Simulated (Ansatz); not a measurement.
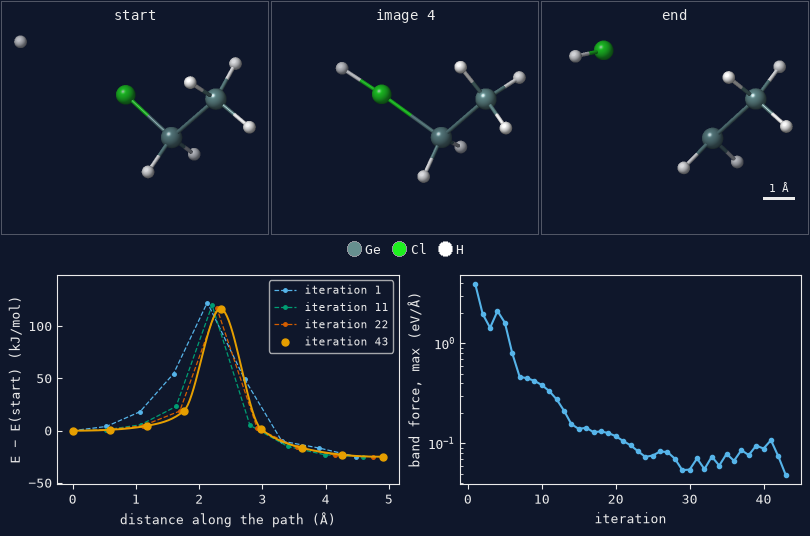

NEB run on Ge₂H₆Cl (multiplicity 2), made up at the start of Ge$_{2}$H$_{5}$Cl and H. Images are numbered from 0 (start) to 8 (end). The plot follows the band through its iterations. Style: ball-and-stick. Shown at a tilt.

Method: Ansatz 0.2.0, UHF/def2-SVP. Set-up: 7 movable images; climbing image from the first iteration; force threshold 0.05 eV/Å; iteration limit 60; optimiser FIRE; starting path through a guess of the saddle point.

Q: Did the band converge, and can the barrier be trusted?

A: The run is converged, with reservations. The band converged in 43 iterations. The largest component of the band force went from 3.9 to 0.048 eV/Å. The climbing image converged on the top of the path. Its curvatures weren't checked. The first iteration put the highest image at 122.7 kJ/mol. Forward barrier 116.7 kJ/mol, backward barrier 141.6 kJ/mol, with image 4 at the top; the reaction energy is −24.9 kJ/mol.

Limits of the set-up: the start holds two separate molecules, 3.9 Å apart at their closest, whose relative position is a soft coordinate and is computed without a dispersion correction; Hartree-Fock leaves out electron correlation.

Cost: 7.4 min on 4 threads of Arm Neoverse V1, on a shared host, peak memory 0.39 GiB.
